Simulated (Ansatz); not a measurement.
# How the geometry moves the gap of BaTiO3 (Pm-3m)

Wanted: the change of the gap of BaTiO3 (Pm-3m) on relaxing cell and ions.

Method: LDA, HSE06 and G0W0, plane waves, PAW, in Ansatz 0.2.0.

**Experimental background.**

- Gap 3.2 eV: optical gap from first-derivative diffuse reflectance spectrum; UV-vis diffuse reflectance; powder (“Influence of Rapid Heat Treatment on the Photocatalytic Activity and Stability of Barium Titanates Against a Broad Range of Pollutants”, 2024, pmc:11596716).

- Gap 3.28 eV: optical gap from first-derivative diffuse reflectance spectrum; UV-vis diffuse reflectance; powder (commercial cubic reference powder, crystallite size 31.8 nm) (“Influence of Rapid Heat Treatment on the Photocatalytic Activity and Stability of Barium Titanates Against a Broad Range of Pollutants”, 2024, pmc:11596716).

Report form: the programs' logs are mostly left out.

**1. The starting structure**

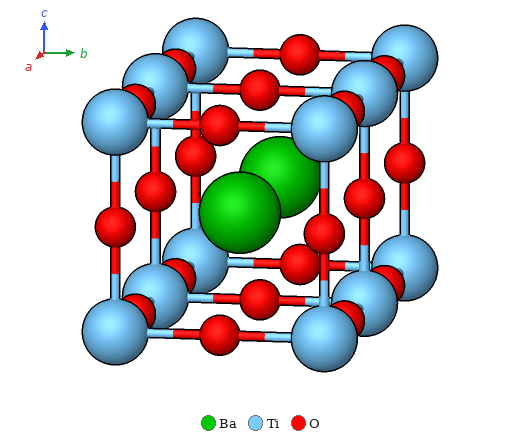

The cell as given, slightly off an axis (barium green, titanium blue, oxygen red). 2×1×1 cells are drawn. Some periodic images of atoms are drawn too.

The cell and positions come from the Crystallography Open Database and are kept as given unless a step says otherwise. Spin-orbit coupling is left out unless a step names it. The default PAW set here is soft_2. Its files were made with PBE.

**2. LDA bands at the given cell**

The cheap functional maps the bands first; the places of the edges decide which points the dearer methods must see.

This step: DFT, LDA, plane waves, PAW.

Input file input.yaml:

```yaml
crystal:
  lattice:
    - [4.006, 0.0, 0.0]
    - [0.0, 4.006, 0.0]
    - [0.0, 0.0, 4.006]
  atoms:
    - { symbol: Ba, position: [0.5, 0.5, 0.5] }
    - { symbol: Ti, position: [0.0, 0.0, 0.0] }
    - { symbol: O, position: [0.5, 0.0, 0.0] }
    - { symbol: O, position: [0.0, 0.5, 0.0] }
    - { symbol: O, position: [0.0, 0.0, 0.5] }
kpoints:
  mp_grid: { grid: [6, 6, 6] }
  band_path:
    path:
      - [[0.0, 0.0, 0.0], [0.0, 0.5, 0.0], [0.5, 0.5, 0.0], [0.0, 0.0, 0.0], [0.5, 0.5, 0.5], [0.0, 0.5, 0.0]]
      - [[0.5, 0.5, 0.5], [0.5, 0.5, 0.0]]
    npoints: 10
hamiltonian:
  xc: lda
scf:
  occupations: { method: fermi_dirac, width: 0.02 }
  n_extra_bands: 5
output:
  eigenvalues: true
  forces: true
  stress: true
  write_density: true
  write_potential: true
  elf: true
  volumetric_format: npy
```

Command:

```
$ ansatz run input.yaml --threads 3 --pin off --max-ram 92160MiB --backend cuda --events-out ev --progress --plain --runs-dir out --devices 1 --max-vram 13GiB
```

It took 5.8 s on 1 × NVIDIA H100 80GB HBM3 (shared by 6 runs) with 3 threads of AMD EPYC 7R13 (Zen 3), shared host; peak memory 0.92 GiB.

This step gave:

| Item | Value |
| --- | --- |
| pressure | -9.362 GPa |
| filled bands | 20 |
| gap | 1.719 eV |
| valence top at | R |
| conduction bottom at | Γ |
| least direct gap | 1.824 eV |

The gap is indirect, with the least direct gap 0.10 eV higher. The pressure of -9 GPa says that this functional would shrink the cell; it is kept.

**3. Relaxing cell and ions**

A relaxation at this level of theory: leftover forces would pass straight into the levels.

input.yaml, the sections that differ from step 2:

```yaml
kpoints:
  mp_grid: { grid: [6, 6, 6] }
scf:
  occupations: { method: fermi_dirac, width: 0.02 }
relax:
  f_tol: 0.01
  max_steps: 60
  cell: {}
# crystal, hamiltonian: as in step 2
# output: removed
```

Elapsed: 11 s, on 1 × NVIDIA H100 80GB HBM3 (shared by 6 runs) with 3 threads; peak memory 0.95 GiB; 12 s of CPU time.

Step by step:

| step | energy less that of the first step (eV) | largest force component (eV/Å) | pressure (GPa) | volume (Å³) |
| --- | --- | --- | --- | --- |
| 1 | 0.0000 | 0.0000 | -9.36 | 64.29 |
| 2 | -0.1159 | 0.0000 | 1.33 | 60.62 |
| 3 | -0.1154 | 0.0000 | -0.11 | 61.05 |
| 4 | -0.1156 | 0.0000 | 0.00 | 61.01 |
| 5* | -0.1036 | 0.0000 | -0.34 | 61.01 |
| 6 | -0.1042 | 0.0000 | 0.00 | 60.91 |
| 7* | -0.1037 | 0.0000 | -0.01 | 60.91 |

Relaxation steps marked * repeat the geometry before them on a plane-wave basis chosen anew for their cell, so energy and pressure can jump there.

The run keeps the 48 symmetry operations that it works with, so distortions that break them were not tested.

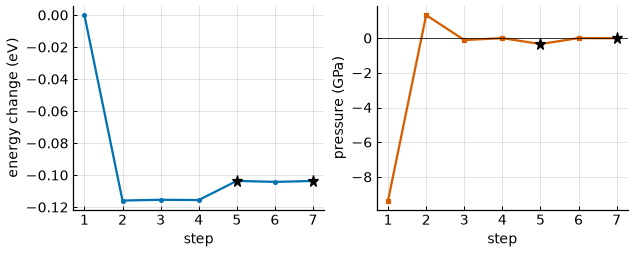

Energy and pressure along the relaxation. Stars mark steps on a basis chosen anew.

| conventional cell, symmetrised | before | after | change |
| --- | --- | --- | --- |
| a (Å) | 4.006 | 3.935 | -1.8 % |
| b (Å) | 4.006 | 3.935 | -1.8 % |
| c (Å) | 4.006 | 3.935 | -1.8 % |
| volume (Å³/atom) | 12.86 | 12.18 | -5.3 % |

The relaxed structure:

```xyz
5
Lattice="3.9346 0.0000 0.0000 0.0000 3.9346 0.0000 0.0000 0.0000 3.9346" Properties=species:S:1:pos:R:3 pbc="T T T"
Ba    1.9673    1.9673    1.9673
Ti    0.0000    0.0000    0.0000
O     1.9673    0.0000    0.0000
O     0.0000    1.9673    0.0000
O     0.0000    0.0000    1.9673
```

**4. LDA at the relaxed cell**

Input file input.yaml:

```yaml
crystal:
  lattice:
    - [3.9345624912, 0.0, 0.0]
    - [0.0, 3.9345624912, 0.0]
    - [0.0, 0.0, 3.9345624912]
  atoms:
    - { symbol: Ba, position: [0.5, 0.5, 0.5] }
    - { symbol: Ti, position: [0.0, 0.0, 0.0] }
    - { symbol: O, position: [0.5, 0.0, 0.0] }
    - { symbol: O, position: [0.0, 0.5, 0.0] }
    - { symbol: O, position: [0.0, 0.0, 0.5] }
kpoints:
  mp_grid: { grid: [6, 6, 6] }
  band_path:
    path:
      - [[0.0, 0.0, 0.0], [0.0, 0.5, 0.0], [0.5, 0.5, 0.0], [0.0, 0.0, 0.0], [0.5, 0.5, 0.5], [0.0, 0.5, 0.0]]
      - [[0.5, 0.5, 0.5], [0.5, 0.5, 0.0]]
    npoints: 10
hamiltonian:
  xc: lda
scf:
  occupations: { method: fermi_dirac, width: 0.02 }
  n_extra_bands: 5
output:
  eigenvalues: true
  forces: true
  stress: true
  write_density: true
  write_potential: true
  elf: true
  volumetric_format: npy
```

The job ended after 13 s (1 × NVIDIA H100 80GB HBM3 (shared by 6 runs) with 3 threads; peak memory 0.93 GiB; 8.6 s of CPU time).

Numbers from this step:

```yaml
pressure: -0.007319 GPa
gap: 1.827 eV
valence_top_at: R
conduction_bottom_at: Γ
least_direct_gap: 1.869 eV
```

The gap is indirect, with the least direct gap 0.04 eV higher.

**5. HSE06 at the relaxed cell**

HSE06 mixes in a quarter of exact exchange at short range. Exchange couples all pairs of k points, which makes a full band path dear, so levels are read on the mesh and at chosen points.

This step: DFT, HSE06, plane waves, PAW.

Input file input.yaml:

```yaml
crystal:
  lattice:
    - [3.9345624912, 0.0, 0.0]
    - [0.0, 3.9345624912, 0.0]
    - [0.0, 0.0, 3.9345624912]
  atoms:
    - { symbol: Ba, position: [0.5, 0.5, 0.5] }
    - { symbol: Ti, position: [0.0, 0.0, 0.0] }
    - { symbol: O, position: [0.5, 0.0, 0.0] }
    - { symbol: O, position: [0.0, 0.5, 0.0] }
    - { symbol: O, position: [0.0, 0.0, 0.5] }
kpoints:
  mp_grid: { grid: [4, 4, 4] }
  band_path:
    path: [[0.0, 0.0, 0.0], [0.0, 0.5, 0.0], [0.5, 0.5, 0.0], [0.5, 0.5, 0.5]]
    npoints: 1
hamiltonian:
  xc: hse06
scf:
  occupations: { method: fixed }
  n_extra_bands: 5
output:
  eigenvalues: true
  write_density: true
  write_potential: true
  elf: true
  volumetric_format: npy
```

It took 23 s on 1 × NVIDIA H100 80GB HBM3 (shared by 6 runs) with 3 threads; peak memory 1.1 GiB; 27 s of CPU time.

Numbers from this step:

```
gap                  : 3.331 eV
valence top at       : R
conduction bottom at : Γ
least direct gap     : 3.361 eV
```

The gap stands +1.50 eV against LDA.

**6. G0W0 at the relaxed cell**

Now the one-shot GW correction: screening in the RPA, then the self-energy of the levels asked for.

This step: G0W0 on LDA, plane waves, PAW.

Input file input.yaml:

```yaml
crystal:
  lattice:
    - [3.9345624912, 0.0, 0.0]
    - [0.0, 3.9345624912, 0.0]
    - [0.0, 0.0, 3.9345624912]
  atoms:
    - { symbol: Ba, position: [0.5, 0.5, 0.5] }
    - { symbol: Ti, position: [0.0, 0.0, 0.0] }
    - { symbol: O, position: [0.5, 0.0, 0.0] }
    - { symbol: O, position: [0.0, 0.5, 0.0] }
    - { symbol: O, position: [0.0, 0.0, 0.5] }
kpoints:
  mp_grid: { grid: [4, 4, 4] }
hamiltonian:
  xc: lda
scf:
  occupations: { method: fixed }
gw:
  n_empty_bands: 224
  ecut_chi: 138
  qp_bands: [v2, c2]
  qp_kpoints: band_edges
  screening: { model: contour_deformation }
```

Wall time 18 s (1 × NVIDIA H100 80GB HBM3 (shared by 6 runs) with 3 threads); peak memory 1.2 GiB.

This step gave:

```
bands summed                                 : 244
RPA ε∞ on this mesh (eigenvalues)            : 7.182, 7.182, 7.182
plane waves in the screening matrix          : 251
G0W0 gap on the mesh                         : 3.379 eV
k of the valence top                         : -0.5, -0.5, -0.5
k of the conduction bottom                   : 0, 0, 0
starting gap on the mesh                     : 1.809 eV
least direct G0W0 gap on the computed points : 3.423 eV
```

The gap on the mesh goes from 1.81 eV to 3.38 eV, a correction of +1.57 eV. Between the two edge states, bare exchange in place of the xc potential would open the gap by 12.82 eV, and correlation takes back 11.25 eV.

**7. G0W0 at the given cell**

input.yaml: that of step 6 with these lines changed.

```diff
@@ -2,5 +2,5 @@
   lattice:
-    - [3.9345624912, 0.0, 0.0]
-    - [0.0, 3.9345624912, 0.0]
-    - [0.0, 0.0, 3.9345624912]
+    - [4.006, 0.0, 0.0]
+    - [0.0, 4.006, 0.0]
+    - [0.0, 0.0, 4.006]
   atoms:
@@ -18,3 +18,3 @@
 gw:
-  n_empty_bands: 224
+  n_empty_bands: 236
   ecut_chi: 138
```

The job ended after 24 s (1 × NVIDIA H100 80GB HBM3 (shared by 6 runs) with 3 threads; peak memory 1.2 GiB; 32 s of CPU time).

Numbers from this step:

| Property | Result |
| --- | --- |
| bands summed | 256 |
| RPA ε∞ on this mesh (eigenvalues) | 7.272, 7.272, 7.272 |
| plane waves in the screening matrix | 251 |
| G0W0 gap on the mesh | 3.215 eV |
| k of the valence top | -0.5, -0.5, -0.5 |
| k of the conduction bottom | 0, 0, 0 |
| starting gap on the mesh | 1.702 eV |
| least direct G0W0 gap on the computed points | 3.326 eV |

The gap on the mesh goes from 1.70 eV to 3.21 eV, a correction of +1.51 eV. Between the two edge states, bare exchange in place of the xc potential would open the gap by 12.86 eV, and correlation takes back 11.35 eV.

**8. Together**

G0W0 rows are gaps on the mesh, lowered by the amount that the mesh misses the start's edges, a rough step that assumes the same correction there.

```csv
level,given cell (eV),relaxed cell (eV),change (eV)
LDA,1.72,1.83,+0.11
HSE06,-,3.33,-
G0W0@LDA,3.21,3.38,+0.16
```

**9. Summary of results**

| Item | Value |
| --- | --- |
| volume change | −5.3 % |
| LDA, given cell | 1.72 eV |
| LDA, relaxed cell | 1.83 eV |
| HSE06, relaxed cell | 3.33 eV |
| G0W0@LDA, relaxed cell | 3.38 eV |
| G0W0@LDA, given cell | 3.21 eV |
| known limits | not at the basis limit; no spin-orbit coupling; coarse k mesh |

**Reading.** Relaxation changes the volume by −5.3 % and the gap by +0.11 eV (LDA) and +0.16 eV (G0W0@LDA). Against experiment, by G0W0@LDA at the given cell: the gap of 3.21 eV lies +0.01 eV from the measured 3.2 eV (optical, 2024); the gap of 3.21 eV lies −0.07 eV from the measured 3.28 eV (optical, 2024). An exciton line or allowed optical edge lies below the quasiparticle gap by the binding energy; a forbidden edge can push the onset above it. The calculation has static nuclei and no excitons; a measured gap holds zero-point and thermal motion, which mostly lowers it. Bands and cutoff are finite, so the gap is not at the basis limit. The miss can reach some tenths of an eV and take either sign; the mesh is an error of its own. The 4×4×4 mesh is coarse for this cell (its supercell is 16 Å along the shortest edge). The RPA ε∞ on it, from the LDA start, is 7.27; such meshes misread the long-range screening, most where the gap is narrow. This is the ideal cubic cell; many perovskites, halides above all, are cubic only on average, and local tilts or off-centring can widen the gap. The many-body steps are scalar-relativistic: spin-orbit coupling is not in them.

[Paths, hosts, dates, memory and timing lines, banners, echoed tables and standing remarks are left out of the program output.]

[Logs are printed without paths, hosts, clocks, repeated set-up lines and the standing remarks that a program may print on its own settings, such as how far it seeks lower states.]

[Runs of the session that timed out or met a known fault of the program may be left out.]

[Cells called generated may have been cut or substituted from an entry of the Crystallography Open Database or the Materials Project.]

[Hosts, paths, dates, database ids (printed as entryN), source tags and the programs' standing remarks are cut or masked in the printed files.]
